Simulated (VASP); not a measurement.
Energy against volume of AlN (zinc blende). Calculation: SCAN meta-GGA, VASP's PBE PAW potentials (set 64) (plane waves; VASP).

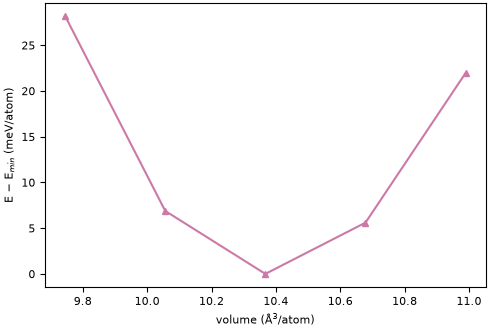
*Energy against volume*

Question: Estimate the equilibrium volume and the bulk modulus.

Answer: The minimum lies near 10.4 Å³/atom, and the curvature gives B0 of about 210 GPa.

The compound is AlN in the zinc blende structure, a metastable form; wurtzite is the usual one. It was relaxed first.
